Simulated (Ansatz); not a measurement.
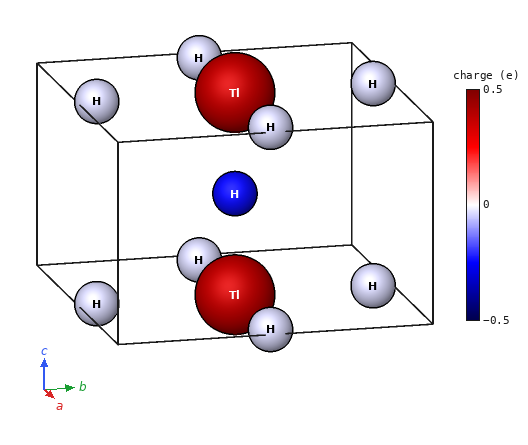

We look at a spheres-only model of the crystal slightly off an axis. The edges of the simulation cell are marked. The atoms of this TlH5 cell are coloured by their Bader charge.

Calculation details: DFT PBE, scalar-relativistic, plane waves, PAW in Ansatz 0.2.0; an energy cutoff of 420 eV, a 6×6×10 sampling of the Brillouin zone, Gaussian smearing of 0.1 eV, no spin polarisation.

### Who donates electrons here and who accepts them?

Most positive: Tl; most negative: H. Charges: about Tl +0.4 e; H -0.2 to 0.0 e.

The structure was taken from a random cell made by a generator, so it need not be a real form of the compound. Earlier steps of the study may have refined or changed the cell and positions. It was the input of a calculation with Ansatz.
